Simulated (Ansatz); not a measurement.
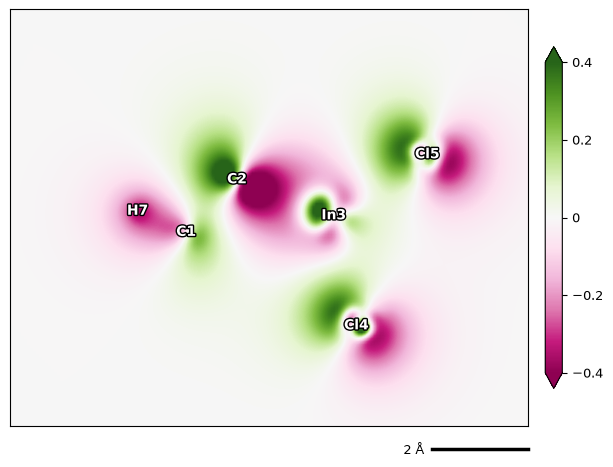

Figure 1: C₂H₅Cl₂In. One frontier orbital on the plane of atoms C1, C2 and In3 (values in Å⁻³ᐟ²; the overall sign is arbitrary).

Geometry: PBE0-D4/def2-TZVP; core potentials replace the inner electrons of In.

Level of theory: RKS PBE0-D4/def2-TZVPP in Ansatz.

```xyz
10

C     0.1451   -1.1968    0.7648
C     0.5754    0.2329    0.4833
In   -0.5085    1.1553   -1.1209
Cl   -2.1205    0.0041   -2.3476
Cl   -0.2676    3.3445   -1.8657
H    -0.9064   -1.2598    1.0513
H     0.7340   -1.6184    1.5852
H     0.2818   -1.8448   -0.1030
H     1.6295    0.2984    0.2035
H     0.4374    0.8845    1.3492
```

Which orbital is it: HOMO or LUMO?

The HOMO, at −8.16 eV. By Hirshfeld shares it lies mainly on C2 (about 25 %), Cl5 (about 20 %), Cl4 (about 20 %), In3 (about 15 %) and C1 (about 5 %).
